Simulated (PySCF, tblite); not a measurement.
**SiNH3, a cluster model of a defect: NMR shifts, core binding energies and electronic excitations**

What NMR shifts, core binding energies and electronic excitations should one expect for `N[SiH]`? It is drawn as: twofold Si.

Computed with tblite 0.8.0 and PySCF 2.14.0; each step states its level. No surroundings beyond the atoms listed, unless a continuum is named. Atoms count from 0, parts from 1.

## 1. Starting point

5 atoms, charge 0, multiplicity 1; geometry: distance geometry start.

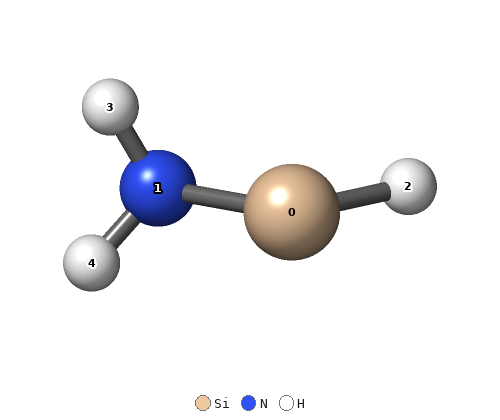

The starting geometry (silicon light orange, nitrogen blue, hydrogen white), atoms numbered.

## 2. Relaxing the cluster with GFN2-xTB

The job: settings as JSON, then the geometry in Å.

```
{"job": {"kind": "relax", "xc": "GFN2-xTB", "basis": "xTB"}, "charge": 0, "multiplicity": 1}
Si     0.945349    -0.187147     0.589949
N     -0.608626     0.025872    -0.246878
H      2.038857     0.108146    -0.350492
H     -1.084097     0.869613     0.108942
H     -1.271974    -0.777095    -0.081433
```

With the program's defaults for keys left out, this is: GFN2-xTB geometry optimisation, gas phase.

Started as:

```console
$ OMP_NUM_THREADS=1 python cluster_run.py task.json out
```

One launch serves the whole session: the jobs run in the order shown.

The program printed:

```text
step      E/eV     max force
  0    -166.34374    1.540
  1    -166.39305    0.584
  2    -166.41434    0.714
  3    -166.44584    0.611
  4    -166.47363    0.620
  5    -166.49274    0.557
  6    -166.50975    0.340
  7    -166.51847    0.278
  8    -166.52191    0.258
  9    -166.52697    0.222
 10    -166.53019    0.220
 11    -166.53323    0.252
 12    -166.53840    0.329
 13    -166.54767    0.534
 14    -166.55953    0.670
 15    -166.58352    0.811
 16    -166.62773    0.961
 17    -166.67892    0.852
 18    -166.71241    0.663
 19    -166.69262    2.156
 20    -166.75084    0.598
 21    -166.76689    0.370
 22    -166.79165    0.403
 23    -166.79757    0.446
 24    -166.80251    0.491
 25    -166.81367    0.343
 26    -166.81888    0.236
 27    -166.82175    0.088
 28    -166.82215    0.021
 29    -166.82221    0.025
 30    -166.82223    0.017
 31    -166.82224    0.018
 32    -166.82226    0.018
 33    -166.82229    0.019
 34    -166.82232    0.020
 35    -166.82234    0.012
 36    -166.82235    0.003
```

Run time: 0.28 s. Hardware: 1 thread of Arm Neoverse V1, shared host.

Relaxation path: (not every step is listed)

```csv
step,energy from step 0 (eV),largest force (eV/Å)
0,0.0000,1.5398
1,-0.0493,0.5842
2,-0.0706,0.7144
3,-0.1021,0.6105
4,-0.1299,0.6203
5,-0.1490,0.5575
6,-0.1660,0.3402
7,-0.1747,0.2781
8,-0.1782,0.2575
10,-0.1865,0.2199
12,-0.1947,0.3292
14,-0.2158,0.6698
16,-0.2840,0.9614
18,-0.3687,0.6631
20,-0.4071,0.5984
22,-0.4479,0.4024
24,-0.4588,0.4910
26,-0.4751,0.2361
28,-0.4784,0.0207
30,-0.4785,0.0175
31,-0.4785,0.0176
32,-0.4785,0.0178
33,-0.4786,0.0197
34,-0.4786,0.0200
35,-0.4786,0.0117
36,-0.4786,0.0022
```

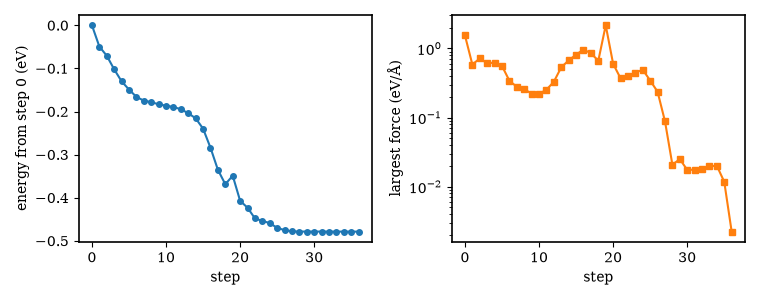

Energy and force, step by step.

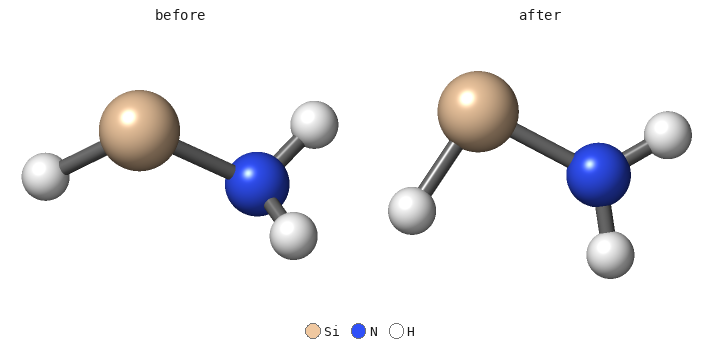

The geometry before (left) and after (right).

Distances of close pairs at the start and the end, largest changes first:

```csv
bond,before (Å),after (Å),change (Å)
Si0–N1,1.778,1.713,-0.065
N1–H4,1.055,1.006,-0.049
Si0–H2,1.472,1.494,+0.022
N1–H3,1.032,1.011,-0.021
```

## 3. Geometry optimisation at PBE0-D3(BJ)/def2-SVP

The job: settings as JSON, then the geometry in Å.

```
{"job": {"xc": "PBE0", "basis": "def2-SVP", "d3": "d3bj", "grid": 2, "kind": "geom", "shake": 0.01}, "charge": 0, "multiplicity": 1}
Si     1.029299    -0.670904     0.386428
N     -0.568917    -0.090324    -0.006286
H      1.717534     0.554165    -0.131926
H     -0.758012     0.800951    -0.440321
H     -1.394956    -0.630713     0.171401
```

The program printed:

```text
step   0  E = -345.70346989  max force = 0.025868
step   1  E = -345.70452666  max force = 0.003973
step   2  E = -345.70456335  max force = 0.000423
step   3  E = -345.70456623  max force = 0.000143
optimisation converged
```

It took 3.3 s on 1 thread of Arm Neoverse V1, shared host; peak memory 0.28 GiB.

Along the way:

```csv
step,energy from step 0 (eV),largest force component (eV/Å)
0,0.0000,1.3302
1,-0.0288,0.2043
2,-0.0298,0.0218
3,-0.0298,0.0074
```

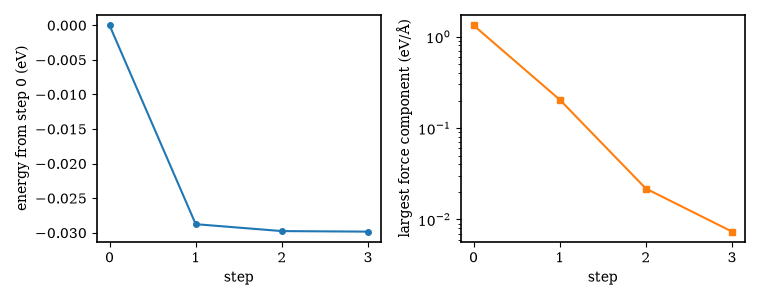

Energy and force, step by step.

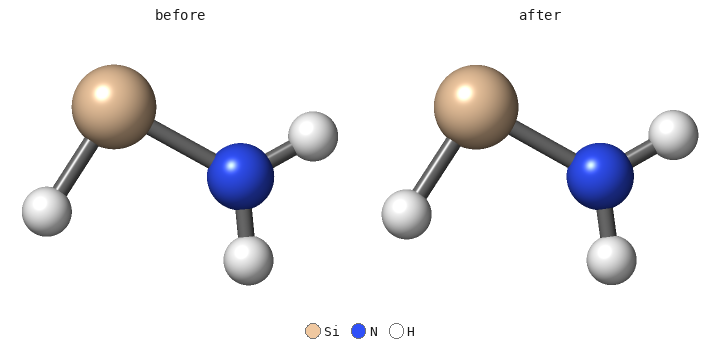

The geometry before (left) and after (right).

Close pairs (by a distance rule), those that changed most:

```csv
bond,before (Å),after (Å),change (Å)
Si0–H2,1.498,1.539,+0.041
Si0–N1,1.745,1.718,-0.027
N1–H4,1.003,1.015,+0.012
N1–H3,1.009,1.015,+0.006
```

The next job starts from the end point, and lists it.

```csv
at the end point,value
point group (found at 0.08 Å tolerance),Cs
"rotational constants (GHz, main isotopes)","136.6, 14.939, 13.467"
dipole moment (D),2.33
```

## 4. NMR shieldings: PBE0/pcSseg-2

The job: settings as JSON, then the geometry in Å.

```
{"job": {"kind": "nmr", "xc": "PBE0", "basis": "pcSseg-2"}, "charge": 0, "multiplicity": 1}
Si     1.016926    -0.673949     0.393128
N     -0.551716    -0.103861    -0.014953
H      1.730976     0.584439    -0.131493
H     -0.782396     0.784053    -0.449946
H     -1.383352    -0.655936     0.170154
```

Level: GIAO PBE0/pcSseg-2 NMR shielding, non-relativistic, gas phase.

The program printed:

```text
coarse grid: 4552 points
cycle   1  E = -345.8446740409  dE = -4.945e-02  |g| = 3.772e-01  |ddm| = 1.592e+00
cycle   2  E = -345.7909072871  dE =  5.377e-02  |g| = 6.058e-01  |ddm| = 4.696e-01
cycle   3  E = -345.8734993843  dE = -8.259e-02  |g| = 5.749e-02  |ddm| = 3.337e-01
cycle   4  E = -345.8744536083  dE = -9.542e-04  |g| = 8.799e-03  |ddm| = 6.608e-02
cycle   5  E = -345.8744753656  dE = -2.176e-05  |g| = 2.344e-03  |ddm| = 1.263e-02
cycle   6  E = -345.8744762044  dE = -8.388e-07  |g| = 2.136e-04  |ddm| = 1.739e-03
final grid: 39040 points
cycle   7  E = -345.8787290573  dE = -2.054e-05  |g| = 5.392e-03  |ddm| = 9.921e-03
cycle   8  E = -345.8787180897  dE =  1.097e-05  |g| = 8.873e-03  |ddm| = 6.189e-03
cycle   9  E = -345.8787350100  dE = -1.692e-05  |g| = 4.170e-04  |ddm| = 4.373e-03
cycle  10  E = -345.8787350437  dE = -3.374e-08  |g| = 1.019e-04  |ddm| = 6.239e-04
cycle  11  E = -345.8787350458  dE = -2.074e-09  |g| = 2.226e-05  |ddm| = 1.124e-04
cycle  12  E = -345.8787350459  dE = -1.228e-10  |g| = 4.809e-06  |ddm| = 2.384e-05
converged SCF energy = -345.8787350459

GIAO shielding tensors (ppm)
atom      isotropic    diamagn.    paramagn.     s11        s22        s33       span
  0 Si      21.185     875.777    -854.592   -535.419    253.729    345.245    880.663
  1 N       94.817     319.157    -224.340    -88.140    144.590    228.002    316.142
  2 H       23.573      29.331      -5.757     20.060     23.161     27.498      7.438
  3 H       24.937      31.375      -6.438     20.873     20.932     33.006     12.133
  4 H       25.437      31.110      -5.673     23.509     24.215     28.588      5.079
```

Run time: 5.5 s. Hardware: 1 thread of Arm Neoverse V1, shared host; peak memory 0.41 GiB.

Shifts follow as δ = σ(reference) − σ, with reference shieldings (ppm) from runs at the same level and on the same kind of geometry: 1H TMS 31.25, 29Si TMS 341.3, 15N NH3 261.7. The references are single molecules in the gas phase, so shifts against H2O, NH3, PH3, H3PO4 or CFCl3 are not on the usual liquid scales and can be off by tens of ppm.

```csv
atoms,environment,σ (ppm),δ (ppm)
H2,hydrogen on a silicon bonded to N,23.57,7.67
H3,hydrogen on a nitrogen bonded to Si,24.94,6.31
H4,hydrogen on a nitrogen bonded to Si,25.44,5.81
Si0,"silicon bonded to N, H",21.2,320.1
N1,"nitrogen bonded to Si, 2 H",94.8,166.9
```

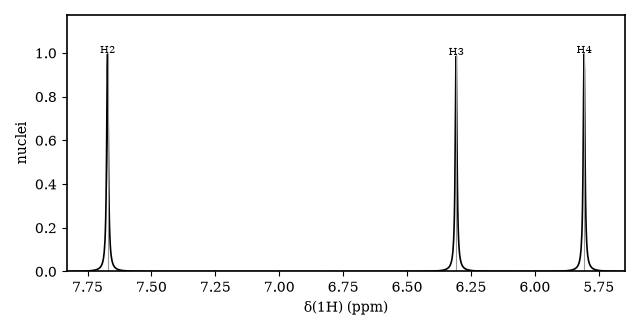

1H lines at the computed shifts, without couplings. Lines are broadened to a width of 0.01 ppm (Lorentzian).

The run also stored atomic charges by several schemes (e):

```csv
atoms,Mulliken,IAO,Hirshfeld,ESP fit
Si0,0.36,0.35,0.17,-0.10
N1,-0.56,-0.75,-0.29,-0.35
```

Mulliken charges:

```csv
atom,value (e)
Si0,0.36
N1,-0.56
H2,-0.19
H3,0.20
H4,0.19
```

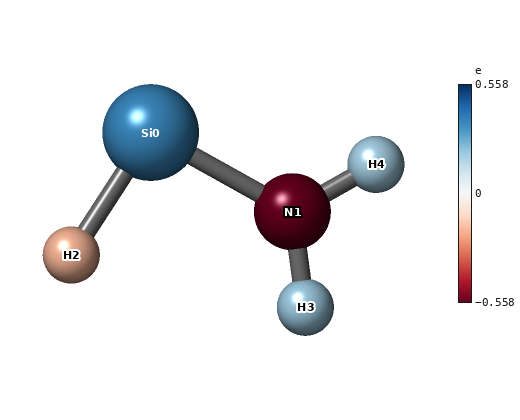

Mulliken charges, as colours on the atoms.

Mayer bond orders: Si0–N1 1.10.

Orbitals, density, ELF and potential are computed afterwards from the orbital file.

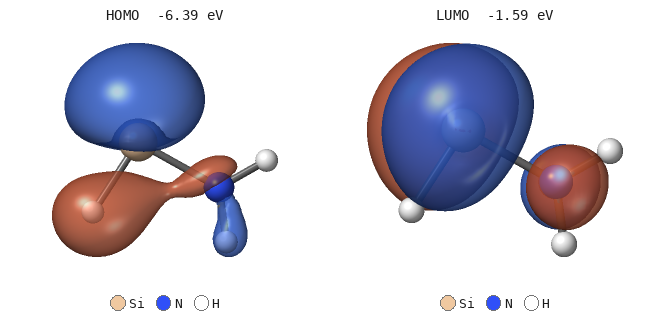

Frontier orbitals at PBE0/pcSseg-2; each surface holds 70 % of the orbital's density, blue and red mark the sign.

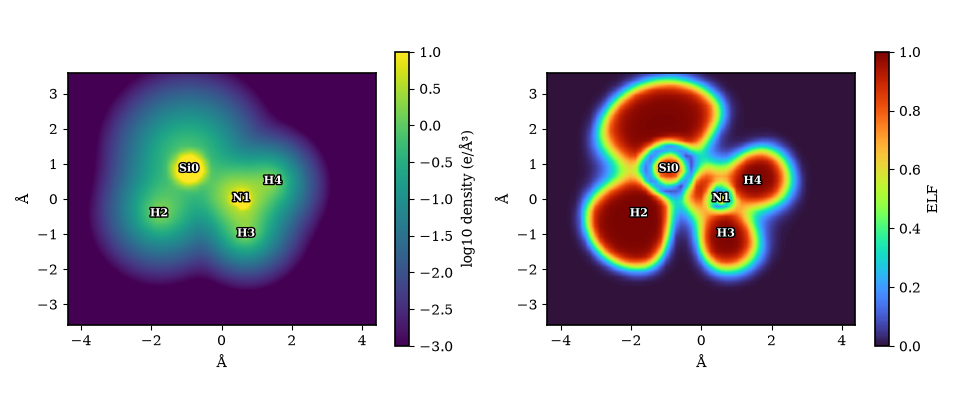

Density (left) and ELF (right) in a plane through or near 5 of the atoms.

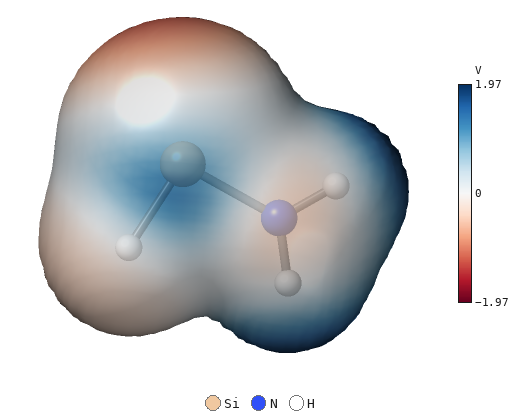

The potential that a unit positive charge feels on the 0.002 e/bohr³ surface, from -1.09 V near Si0 to 1.97 V near H4.

## 5. X-ray photoelectron lines: SCAN, X2C

Settings changed since step 4:

```diff
@@ -1,2 +1,2 @@
-{"job": {"kind": "nmr", "xc": "PBE0", "basis": "pcSseg-2"}, "charge": 0, "multiplicity": 1}
+{"job": {"kind": "xps", "holes": 5}, "charge": 0, "multiplicity": 1}
 Si     1.016926    -0.673949     0.393128
```

With the program's defaults for keys left out, this is: delta-SCF UKS SCAN, pcX-2 on the ionised atom, pcseg-1 elsewhere, spin-free X2C.

The program printed:

```text
ground state, core basis on atom 0 (Si), 89 functions
  cycle   1  E = -346.62419532  |g| = 4.34e-01
  cycle   2  E = -346.43421905  |g| = 9.33e-01
  cycle   3  E = -346.66085431  |g| = 1.12e-01
  cycle   4  E = -346.66547380  |g| = 2.30e-02
  cycle   5  E = -346.66560674  |g| = 5.42e-03
  cycle   6  E = -346.66561355  |g| = 8.26e-04
  cycle   7  E = -346.66561241  |g| = 2.05e-04
  E(ground) = -346.65727164 Eh
hole in Si 2p of atom 0
  cycle   1  E = -342.40163215  |g| = 1.21e+00
  cycle   2  E = -341.98515593  |g| = 1.26e+00
  cycle   3  E = -342.37862978  |g| = 7.85e-01
  cycle   4  E = -342.70386104  |g| = 7.99e-02
  cycle   5  E = -342.70666527  |g| = 5.52e-02
  cycle   6  E = -342.70885835  |g| = 1.06e-02
  cycle   7  E = -342.70895317  |g| = 4.60e-03
  cycle   8  E = -342.70899039  |g| = 2.94e-03
  cycle   9  E = -342.70904069  |g| = 2.15e-03
  cycle  10  E = -342.70908492  |g| = 1.16e-03
  cycle  11  E = -342.70908856  |g| = 6.04e-04
  cycle  12  E = -342.70908905  |g| = 4.30e-04
  E(ion) = -342.71277140 Eh   <S^2> = 0.7854   hole on atom = 1.003   binding energy = 107.335 eV
  2p3/2 = 106.996 eV   2p1/2 = 107.640 eV
ground state, core basis on atom 1 (N), 78 functions
  cycle   1  E = -346.58360878  |g| = 7.49e-02
  cycle   2  E = -346.58331983  |g| = 4.04e-02
  cycle   3  E = -346.58295043  |g| = 5.71e-02
  cycle   4  E = -346.58374641  |g| = 3.47e-03
  cycle   5  E = -346.58375271  |g| = 3.06e-04
  E(ground) = -346.61502793 Eh
hole in N 1s of atom 1
  cycle   1  E = -330.98633596  |g| = 1.86e+00
  cycle   2  E = -330.43507755  |g| = 2.02e+00
  cycle   3  E = -331.65846601  |g| = 3.32e-01
  cycle   4  E = -331.69263246  |g| = 4.89e-02
  cycle   5  E = -331.69372193  |g| = 1.68e-02
  cycle   6  E = -331.69392736  |g| = 3.67e-03
  cycle   7  E = -331.69393957  |g| = 1.28e-03
  cycle   8  E = -331.69394121  |g| = 4.25e-04
  E(ion) = -331.72393785 Eh   <S^2> = 0.7659   hole on atom = 1.000   binding energy = 405.207 eV
```

It took 3.8 s on 1 thread of Arm Neoverse V1, shared host; peak memory 0.41 GiB.

The holes in one table. −ε is the ground-state orbital energy:

```csv
hole,stands for,environment,ΔSCF (eV; 2p as the shell's mean),−ε (eV),⟨S²⟩
Si2p on Si0,Si0,"silicon bonded to N, H",107.21,96.0,0.785
N1s on N1,N1,"nitrogen bonded to Si, 2 H",405.21,386.3,0.766
```

With the spin-orbit splitting: Si0 2p3/2 107.00, 2p1/2 107.64 eV. The table gives each 2p level as the mean over the whole 2p shell (two parts 2p3/2, one part 2p1/2), which differs a little from the single hole in the log.

## 6. Excited states and response: CAM-B3LYP/def2-SVPD

Settings changed since step 5:

```diff
@@ -1,2 +1,2 @@
-{"job": {"kind": "xps", "holes": 5}, "charge": 0, "multiplicity": 1}
+{"job": {"kind": "uv", "xc": "CAM-B3LYP", "basis": "def2-SVPD", "nstates": 6, "ntriplets": 2, "ip": true}, "charge": 0, "multiplicity": 1}
 Si     1.016926    -0.673949     0.393128
```

Level: TDDFT CAM-B3LYP/def2-SVPD, vertical, gas phase, core orbitals frozen in the response.

The program printed:

```text
coarse grid: 4552 points
cycle   1  E = -345.8156959872  dE = -9.272e-02  |g| = 3.131e-01  |ddm| = 2.301e+00
cycle   2  E = -345.8066149922  dE =  9.081e-03  |g| = 3.818e-01  |ddm| = 5.345e-01
cycle   3  E = -345.8385750150  dE = -3.196e-02  |g| = 3.030e-02  |ddm| = 2.790e-01
cycle   4  E = -345.8388370603  dE = -2.620e-04  |g| = 4.849e-03  |ddm| = 4.315e-02
cycle   5  E = -345.8388466538  dE = -9.593e-06  |g| = 9.559e-04  |ddm| = 1.400e-02
final grid: 39040 points
cycle   6  E = -345.8800539954  dE = -5.330e-06  |g| = 1.962e-03  |ddm| = 8.876e-03
cycle   7  E = -345.8800534715  dE =  5.239e-07  |g| = 2.597e-03  |ddm| = 3.174e-03
cycle   8  E = -345.8800549144  dE = -1.443e-06  |g| = 7.779e-05  |ddm| = 1.784e-03
cycle   9  E = -345.8800549190  dE = -4.586e-09  |g| = 3.410e-05  |ddm| = 2.960e-04
cycle  10  E = -345.8800549196  dE = -5.302e-10  |g| = 8.011e-06  |ddm| = 7.755e-05
converged SCF energy = -345.8800549196

Static polarisability (au): isotropic 41.674, principal 35.157 42.589 47.275

Singlet excitations
state   eV       nm        f      main configurations
  1   3.5762    346.7   0.02702   H->L 0.98
  2   5.6511    219.4   0.08757   H->L+1 0.95
  3   6.5622    188.9   0.11123   H-1->L 0.92
  4   6.6915    185.3   0.17403   H->L+2 0.92
  5   7.2183    171.8   0.02225   H-2->L 0.93
  6   7.2942    170.0   0.04685   H-1->L+1 0.94

Triplet excitations (Tamm-Dancoff, eV): 2.2344 4.5894
Vertical ionisation energy (delta-SCF) = 8.8431 eV
Vertical electron affinity (delta-SCF) = -0.5364 eV
```

Wall time 5.2 s (1 thread of Arm Neoverse V1, shared host); peak memory 0.41 GiB.

The orbitals next to the gap, with their largest atomic shares:

```csv
orbital,eV,atoms
HOMO−3,-15.63,"N1 56 %, H3 21 %, H4 16 %"
HOMO−2,-11.54,"Si0 42 %, H2 30 %, N1 24 %"
HOMO−1,-9.97,"N1 69 %, Si0 16 %, H4 7 %"
HOMO,-7.65,"Si0 71 %, H2 17 %, N1 10 %"
LUMO,-0.38,"Si0 72 %, N1 17 %, H2 10 %"
LUMO+1,0.98,"Si0 39 %, N1 21 %, H3 16 %"
LUMO+2,2.14,"Si0 77 %, H2 12 %, N1 9 %"
```

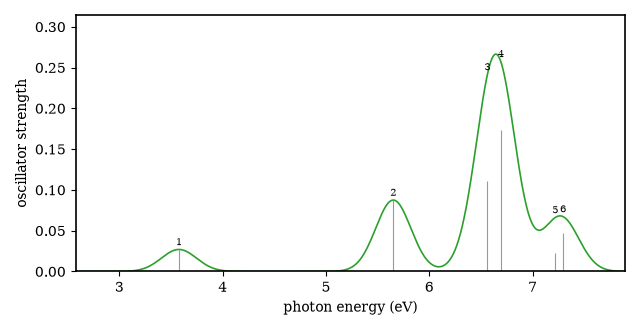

Absorption spectrum from the 6 singlet states computed; above the last one it falls off for lack of states. Lines are broadened to a width of 0.40 eV (Gaussian).

Further results of this job:

```csv
property,computed
dipole moment (D),1.94
polarisability (Å³),6.18
HOMO–LUMO gap (eV),7.28
−ε(HOMO) (eV),7.65
```

## 7. What came out

```
                                quantity                                             value
                             point group                                                Cs
    rotational constants (main isotopes)                          136.64, 14.94, 13.47 GHz
   1H shifts against TMS (PBE0/pcSseg-2)                              7.67, 6.31, 5.81 ppm
 29Si shifts against TMS (PBE0/pcSseg-2)                                         320.1 ppm
  15N shifts against NH3 (PBE0/pcSseg-2)                                         166.9 ppm
   surface potential, least and greatest                                -1.09 V and 1.97 V
       Si2p binding energies, SCAN/pcX-2                                     Si0 107.21 eV
        N1s binding energies, SCAN/pcX-2                                      N1 405.21 eV
    lowest singlet (CAM-B3LYP/def2-SVPD)                       3.58 eV (347 nm), f = 0.027
brightest single state of those computed                       state 4, 6.69 eV, f = 0.174
                          lowest triplet                                           2.23 eV
       vertical ionisation energy (ΔSCF)                                           8.84 eV
       vertical electron affinity (ΔSCF)  -0.54 eV (unbound: the value hangs on the basis)
```

**Reading.** Over 3 steps the energy fell by 0.030 eV; of the close pairs, Si0–H2 changed most, 1.498 to 1.539 Å (PBE0/def2-SVP). At PBE0/pcSseg-2: The largest span, 881 ppm, is at Si0, where the paramagnetic term is -855 ppm. At PBE0/pcSseg-2, counted by nearest atom on the grid, the HOMO lies on Si0 70 %; H2 22 %, the LUMO on Si0 70 %; H2 14 %. The lowest singlet, at 3.58 eV, is HOMO→LUMO 0.98 and is weak; of the 6 states computed, the strongest absorption comes from state 4 at 6.69 eV. The lowest triplet lies 1.34 eV below the lowest singlet (triplets in Tamm-Dancoff, singlets in full TDDFT). The orbital energy would give 7.65 eV for ionisation, ΔSCF gives 8.84 eV.
